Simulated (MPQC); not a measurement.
# F2Sn (SnF2) at BHLYP/STO-3G

What is the vertical electron affinity of F2Sn (SnF2) at BHLYP/STO-3G? 

The results are computed with MPQC 2.3.1.

### Step 1. Starting point

F2Sn has 3 atoms, charge 0, and is taken as a singlet. SMILES: `[F][Sn][F]`. The shape comes from GFN2-xTB, which is rough for such elements, and wasn't checked as a minimum.

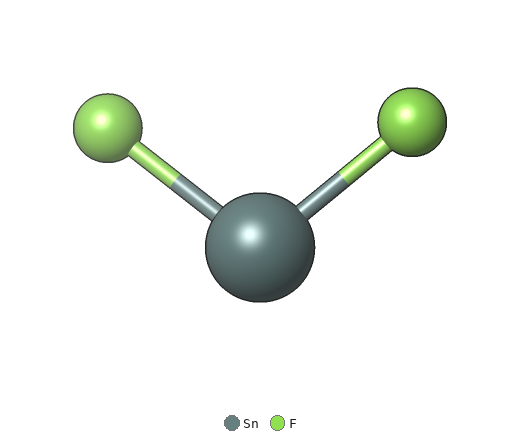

The structure, seen from a chosen angle (tin teal, fluorine green).

### Step 2. Energy and forces at BHLYP/STO-3G

input.in

```
% emacs should use -*- KeyVal -*- mode
molecule<Molecule>: (
   symmetry = auto
   unit = angstrom
   { atoms geometry } = {
      Sn [ 0.005290      -0.007560      -0.865150 ]
      F  [ 1.618310      -0.021230       0.443060 ]
      F  [ -1.623610       0.028790       0.422090 ]
   }
)
basis<GaussianBasisSet>: (
   name = "STO-3G"
   molecule = $:molecule
   basisdir = "."
   puream = no
)
mpqc: (
   checkpoint = no
   savestate = no
   restart = no
   do_energy = yes
   do_gradient = yes
   optimize = no
   mole<CLKS>: (
      molecule = $:molecule
      basis = $:basis
      total_charge = 0
      memory = 1000000000
      print_evals = yes
      maxiter = 80
      functional<SumDenFunctional>: (
         a0 = 0.5
         coefs = [ 0.5 0.5 1 ]
         funcs: [ <SlaterXFunctional>: () <Becke88XFunctional>: () <LYPCFunctional>: () ]
      )
      integrator<RadialAngularIntegrator>: ( grid = medium )
   )
)
```

The basis set STO-3G is read from a file made from the Basis Set Exchange's data (not shown).

Started as:

```console
$ mpqc input.in > input.out
```

What it wrote:

```text
MPQC: Massively Parallel Quantum Chemistry
                                   Version 2.3.1

  Using IntegralV3 by default for molecular integrals evaluation

  Molecule: setting point group to cs

  CLSCF::init: total charge = 0

  Starting from core Hamiltonian guess

  Using symmetric orthogonalization.
  n(basis):            29    10
  Maximum orthogonalization residual = 3.65832
  Minimum orthogonalization residual = 0.000181451
  docc = [ 25 9 ]
  nbasis = 39

  Molecular formula F2Sn

  MPQC options:
    matrixkit     = <ReplSCMatrixKit>
    restart       = no
    checkpoint    = no
    savestate     = no
    do_energy     = yes
    do_gradient   = yes
    optimize      = no
    write_pdb     = no
    print_mole    = yes
    print_timings = yes

  SCF::compute: energy accuracy = 1.0000000e-08

  nuclear repulsion energy =  242.5586267071

  integral intermediate storage = 227825 bytes
  integral cache = 999759695 bytes
  Beginning iterations.  Basis is STO-3G.
  WARNING: BeckeIntegrationWeight usually uses the atomic maximum
           probability radius, however this is not available for
           one of the atoms in your system. The Bragg radius will
           be used instead.
  Integrated electron density error = 0.013263584966
  iter     1 energy = -6156.6325834257 delta = 7.09916e-01
  Integrated electron density error = 0.013398846048
  iter     2 energy = -6165.3541826877 delta = 1.12680e+00
  Integrated electron density error = 0.007398832127
  iter     3 energy = -6165.3733514060 delta = 5.21070e-02
  Integrated electron density error = 0.007233212564
  iter     4 energy = -6165.3029078451 delta = 4.63787e-02
  Integrated electron density error = 0.007358805285
  iter     5 energy = -6165.4335659807 delta = 3.04943e-02
  Integrated electron density error = 0.000795644618
  iter     6 energy = -6165.4318981891 delta = 4.04636e-03
  Integrated electron density error = 0.000797337960
  iter     7 energy = -6165.4319871611 delta = 1.20421e-03
  Integrated electron density error = 0.000798104811
  iter     8 energy = -6165.4320429574 delta = 6.94049e-04
  Integrated electron density error = 0.000798451219
  iter     9 energy = -6165.4320451118 delta = 1.42637e-04
  Integrated electron density error = 0.000798649898
  iter    10 energy = -6165.4320454524 delta = 8.46478e-05
  Integrated electron density error = 0.000798654066
  iter    11 energy = -6165.4320454528 delta = 1.66915e-06
  Integrated electron density error = 0.000798655302
  iter    12 energy = -6165.4320454528 delta = 6.41848e-07
  Integrated electron density error = 0.000798656064
  iter    13 energy = -6165.4320454528 delta = 3.51736e-07
  Integrated electron density error = 0.000798656010
  iter    14 energy = -6165.4320454528 delta = 4.67352e-08
  Integrated electron density error = 0.000798656030
  iter    15 energy = -6165.4320454528 delta = 2.27354e-08

  A'
        1 -1023.98076    2.00000
        2 -151.96301    2.00000
        3 -143.29546    2.00000
        4 -143.29513    2.00000
        5  -28.80029    2.00000
        6  -25.52897    2.00000
        7  -25.52773    2.00000
        8  -24.82820    2.00000
        9  -24.82808    2.00000
       10  -17.42235    2.00000
       11  -17.41945    2.00000
       12  -17.41940    2.00000
       13   -4.39489    2.00000
       14   -3.16237    2.00000
       15   -3.15787    2.00000
       16   -1.11934    2.00000
       17   -1.11382    2.00000
       18   -0.65638    2.00000
       19   -0.64587    2.00000
       20   -0.64477    2.00000
       21   -0.37611    2.00000
       22   -0.28018    2.00000
       23   -0.25149    2.00000
       24   -0.22899    2.00000
       25   -0.15372    2.00000
       26    0.23223    0.00000
       27    0.23986    0.00000
       28   13.87928    0.00000
       29  245.79927    0.00000

  A"
        1 -143.29594    2.00000
        2  -25.53100    2.00000
        3  -17.42205    2.00000
        4  -17.42112    2.00000
        5   -3.17105    2.00000
        6   -0.65482    2.00000
        7   -0.65136    2.00000
        8   -0.25260    2.00000
        9   -0.22518    2.00000
       10    0.06919    0.00000

  HOMO is    25  A' =  -0.153722
  LUMO is    10  A" =   0.069194

  total scf energy = -6165.4320454528

  SCF::compute: gradient accuracy = 1.0000000e-06

  Integrated electron density error = 0.000798655708
  Total Gradient:
       1  Sn  -0.0001564779  -0.0011517738  -0.0803657408
       2   F   0.0674235881  -0.0008601825   0.0403956573
       3   F  -0.0672671102   0.0020119563   0.0399700835
Value of the MolecularEnergy: -6165.4320454528

  Gradient of the MolecularEnergy:
      1   -0.0001564779
      2   -0.0011517738
      3   -0.0803657408
      4    0.0674235881
      5   -0.0008601825
      6    0.0403956573
      7   -0.0672671102
      8    0.0020119563
      9    0.0399700835

  Closed Shell Kohn-Sham (CLKS) Parameters:
    Function Parameters:
      value_accuracy    = 9.290873e-09 (1.000000e-08) (computed)
      gradient_accuracy = 9.290873e-07 (1.000000e-06) (computed)
      hessian_accuracy  = 0.000000e+00 (1.000000e-04)

    Molecule:
      Molecular formula: F2Sn
      molecule<Molecule>: (
        symmetry = cs
        symmetry_frame = [
          [ -0.9998801283447187  0.0001338097902071  0.0154826043122140]
          [  0.0154831825329466  0.0086412305688026  0.9998427877386066]
          [  0.0000000000000000  0.9999626549172707 -0.0086422665315971]]
        unit = "angstrom"
        {  n atoms                        geometry                     }={
           1    Sn [    0.0019254630    -0.0027499685    -0.3147004321]
           2     F [    1.6149454630    -0.0164199685     0.9935095679]
           3     F [   -1.6269745370     0.0336000315     0.9725395679]
        }
      )
      Atomic Masses:
        118.69000   18.99840   18.99840

    Electronic basis:
      GaussianBasisSet:
        nbasis = 39
        nshell = 17
        nprim  = 51
        name = "STO-3G"
    SCF Parameters:
      maxiter = 80
      density_reset_frequency = 10
      level_shift = 0.000000

    CLSCF Parameters:
      charge = 0.0000000000
      ndocc = 34
      docc = [ 25 9 ]

    Functional:
      Sum of Functionals:
        +0.5000000000000000 Hartree-Fock Exchange
        +0.5000000000000000
          Object of type SlaterXFunctional
        +0.5000000000000000
          Object of type Becke88XFunctional
        +1.0000000000000000
          Object of type LYPCFunctional
    Integrator:
      RadialAngularIntegrator:
        Pruned medium grid employed
                               CPU Wall
mpqc:                         3.05 3.05
  calc:                       3.04 3.04
    compute gradient:         0.71 0.71
      nuc rep:                0.00 0.00
      one electron gradient:  0.01 0.01
      overlap gradient:       0.00 0.00
      two electron gradient:  0.70 0.70
        grad:                 0.70 0.70
          integrate:          0.46 0.46
          two-body:           0.23 0.23
            contribution:     0.20 0.20
            setup:            0.03 0.03
    vector:                   2.33 2.33
      density:                0.00 0.00
      evals:                  0.00 0.00
      extrap:                 0.00 0.00
      fock:                   2.31 2.31
        accum:                0.00 0.00
        init pmax:            0.00 0.00
        integrate:            1.85 1.85
        local data:           0.00 0.00
        setup:                0.00 0.00
        sum:                  0.00 0.00
        symm:                 0.00 0.00
  input:                      0.01 0.01
```

Wall time 3.3 s (1 thread of Arm Neoverse V2, shared host).

### Step 3. The doublet anion

mol.in

```
% F2Sn
molecule<Molecule>: (
  symmetry = auto
  unit = angstrom
  { atoms geometry } = {
    Sn [ 0.005290    -0.007560    -0.865150 ]
    F  [ 1.618310    -0.021230     0.443060 ]
    F  [ -1.623610     0.028790     0.422090 ]
  }
)
basis<GaussianBasisSet>: (
  name = "STO-3G"
  molecule = $:molecule
  basisdir = "."
  puream = no
)
mpqc: (
  checkpoint = no
  savestate = no
  restart = no
  do_energy = yes
  do_gradient = yes
  optimize = no
  mole<UKS>: (
    molecule = $:molecule
    basis = $:basis
    total_charge = -1
    multiplicity = 2
    memory = 1000000000
    print_evals = yes
    maxiter = 80
    functional<SumDenFunctional>: (
      a0 = 0.5
      coefs = [ 0.5 0.5 1 ]
      funcs: [ <SlaterXFunctional>: () <Becke88XFunctional>: () <LYPCFunctional>: () ]
    )
    integrator<RadialAngularIntegrator>: ( grid = medium )
  )
)
```

The basis set STO-3G is read from a file made from the Basis Set Exchange's data (not shown).

Started as:

```console
$ mpqc mol.in > mol.out
```

What it wrote:

```text
MPQC: Massively Parallel Quantum Chemistry
                                   Version 2.3.1

  Using IntegralV3 by default for molecular integrals evaluation

  Molecule: setting point group to cs

  USCF::init: total charge = -1

  Starting from core Hamiltonian guess

  Using symmetric orthogonalization.
  n(basis):            29    10
  Maximum orthogonalization residual = 3.65832
  Minimum orthogonalization residual = 0.000181451
  alpha = [ 25 10 ]
  beta  = [ 25 9 ]

  Molecular formula F2Sn

  MPQC options:
    matrixkit     = <ReplSCMatrixKit>
    restart       = no
    checkpoint    = no
    savestate     = no
    do_energy     = yes
    do_gradient   = yes
    optimize      = no
    write_pdb     = no
    print_mole    = yes
    print_timings = yes

  SCF::compute: energy accuracy = 1.0000000e-08

  nuclear repulsion energy =  242.5586267071

  Beginning iterations.  Basis is STO-3G.
  WARNING: BeckeIntegrationWeight usually uses the atomic maximum
           probability radius, however this is not available for
           one of the atoms in your system. The Bragg radius will
           be used instead.
  Integrated electron density error = 0.013263867706
  iter     1 energy = -6158.2286294145 delta = 7.28617e-01
  Integrated electron density error = 0.014229542226
  iter     2 energy = -6165.2096418412 delta = 1.09943e+00
  Integrated electron density error = 0.014366138283
  iter     3 energy = -6165.2921064848 delta = 3.73952e-02
  Integrated electron density error = 0.007403316742
  iter     4 energy = -6165.2934239820 delta = 5.18207e-03
  Integrated electron density error = 0.007403781810
  iter     5 energy = -6165.2939695013 delta = 1.66385e-03
  Integrated electron density error = 0.000811936520
  iter     6 energy = -6165.2903916758 delta = 6.67362e-04
  Integrated electron density error = 0.000812277063
  iter     7 energy = -6165.2904094721 delta = 2.44510e-04
  Integrated electron density error = 0.000812567970
  iter     8 energy = -6165.2904176852 delta = 1.69427e-04
  Integrated electron density error = 0.000812675215
  iter     9 energy = -6165.2904193950 delta = 5.73294e-05
  Integrated electron density error = 0.000812797966
  iter    10 energy = -6165.2904207090 delta = 5.34518e-05
  Integrated electron density error = 0.000812838123
  iter    11 energy = -6165.2904212024 delta = 1.82598e-05
  Integrated electron density error = 0.000812853837
  iter    12 energy = -6165.2904212884 delta = 7.29492e-06
  Integrated electron density error = 0.000812869153
  iter    13 energy = -6165.2904213886 delta = 6.87791e-06
  Integrated electron density error = 0.000812885037
  iter    14 energy = -6165.2904214700 delta = 6.87874e-06
  Integrated electron density error = 0.000812894905
  iter    15 energy = -6165.2904215100 delta = 4.35027e-06
  Integrated electron density error = 0.000812898064
  iter    16 energy = -6165.2904215241 delta = 1.51088e-06
  Integrated electron density error = 0.000812898617
  iter    17 energy = -6165.2904215285 delta = 4.14038e-07
  Integrated electron density error = 0.000812899341
  iter    18 energy = -6165.2904215311 delta = 3.28530e-07
  Integrated electron density error = 0.000812900254
  iter    19 energy = -6165.2904215336 delta = 3.85448e-07
  Integrated electron density error = 0.000812900725
  iter    20 energy = -6165.2904215345 delta = 1.97882e-07
  Integrated electron density error = 0.000812901176
  iter    21 energy = -6165.2904215350 delta = 1.90341e-07
  Integrated electron density error = 0.000812901407
  iter    22 energy = -6165.2904215352 delta = 9.50819e-08
  Integrated electron density error = 0.000812901540
  iter    23 energy = -6165.2904215352 delta = 5.33711e-08
  Integrated electron density error = 0.000812901568
  iter    24 energy = -6165.2904215352 delta = 1.18111e-08

  <S^2>exact = 0.750000
  <S^2>      = 0.751780

  total scf energy = -6165.2904215352

  SCF::compute: gradient accuracy = 1.0000000e-06

  Integrated electron density error = 0.000812901297
  Total Gradient:
       1  Sn  -0.0004293164  -0.0008029446  -0.0363002677
       2   F   0.0401461652  -0.0006472684   0.0181953874
       3   F  -0.0397168488   0.0014502129   0.0181048803
Value of the MolecularEnergy: -6165.2904215352

  Gradient of the MolecularEnergy:
      1   -0.0004293164
      2   -0.0008029446
      3   -0.0363002677
      4    0.0401461652
      5   -0.0006472684
      6    0.0181953874
      7   -0.0397168488
      8    0.0014502129
      9    0.0181048803

  Unrestricted Kohn-Sham (UKS) Parameters:
    Function Parameters:
      value_accuracy    = 7.603324e-09 (1.000000e-08) (computed)
      gradient_accuracy = 7.603324e-07 (1.000000e-06) (computed)
      hessian_accuracy  = 0.000000e+00 (1.000000e-04)

    Molecule:
      Molecular formula: F2Sn
      molecule<Molecule>: (
        symmetry = cs
        symmetry_frame = [
          [ -0.9998801283447187  0.0001338097902071  0.0154826043122140]
          [  0.0154831825329466  0.0086412305688026  0.9998427877386066]
          [  0.0000000000000000  0.9999626549172707 -0.0086422665315971]]
        unit = "angstrom"
        {  n atoms                        geometry                     }={
           1    Sn [    0.0019254630    -0.0027499685    -0.3147004321]
           2     F [    1.6149454630    -0.0164199685     0.9935095679]
           3     F [   -1.6269745370     0.0336000315     0.9725395679]
        }
      )
      Atomic Masses:
        118.69000   18.99840   18.99840

    Electronic basis:
      GaussianBasisSet:
        nbasis = 39
        nshell = 17
        nprim  = 51
        name = "STO-3G"
    SCF Parameters:
      maxiter = 80
      density_reset_frequency = 10
      level_shift = 0.250000

    UnrestrictedSCF Parameters:
      charge = -1.0000000000
      nalpha = 35
      nbeta = 34
      alpha = [ 25 10 ]
      beta  = [ 25 9 ]

    Functional:
      Sum of Functionals:
        +0.5000000000000000 Hartree-Fock Exchange
        +0.5000000000000000
          Object of type SlaterXFunctional
        +0.5000000000000000
          Object of type Becke88XFunctional
        +1.0000000000000000
          Object of type LYPCFunctional
    Integrator:
      RadialAngularIntegrator:
        Pruned medium grid employed
                               CPU Wall
mpqc:                         6.69 6.69
  calc:                       6.68 6.68
    compute gradient:         0.78 0.78
      nuc rep:                0.00 0.00
      one electron gradient:  0.01 0.01
      overlap gradient:       0.00 0.00
      two electron gradient:  0.77 0.77
        grad:                 0.77 0.77
          integrate:          0.53 0.53
          two-body:           0.23 0.23
    vector:                   5.90 5.90
      density:                0.00 0.00
      evals:                  0.01 0.01
      extrap:                 0.01 0.01
      fock:                   5.86 5.86
        integrate:            5.23 5.23
  input:                      0.01 0.01
```

Wall time 6.9 s (1 thread of Arm Neoverse V2, shared host).

### Step 4. What came out

Level: BHLYP/STO-3G.

| quantity | value |
| --- | --- |
| singlet F2Sn: total energy | -6165.43205 Eh |
| singlet F2Sn: HOMO energy | -4.18 eV |
| singlet F2Sn: LUMO energy | 1.88 eV |
| singlet F2Sn: HOMO–LUMO gap | 6.07 eV |
| singlet F2Sn: largest force on an atom | 4.133 eV/Å |
| doublet anion: total energy | -6165.29042 Eh |
| doublet anion: ⟨S²⟩ | 0.752 |
| doublet anion: largest force on an atom | 2.267 eV/Å |
| vertical electron affinity (to the doublet anion) | -3.854 eV |

**Reading.** The anion lies 3.85 eV (89 kcal/mol) above the neutral: the electron isn't bound at this level, and such a value depends on the basis. Without diffuse functions anions come out too high. The largest force (singlet F2Sn) is 4.13 eV/Å: the shape isn't a stationary point for this species at this level. Relativity is left out although the molecule holds a heavy atom.
